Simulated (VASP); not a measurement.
Band structure of FeGe (space group P2_13). Computed with PBE GGA, VASP's PBE PAW potentials (set 64) (plane waves; VASP).

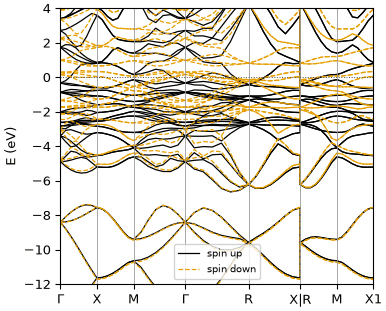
Figure. Bands along high-symmetry lines, zero at the valence-band maximum or, without a gap, the Fermi level

Task: Read the plot: is there a gap, and where are the band edges?

Result: It has no gap at this level: it comes out as a metal or semimetal.

The structure comes from a measured FeGe entry of the Crystallography Open Database, whose conditions weren't checked. The cell was not relaxed at this level. The k-mesh is coarse (spacing up to 0.45 per Å, 2π included), so the numbers may not be converged in it.
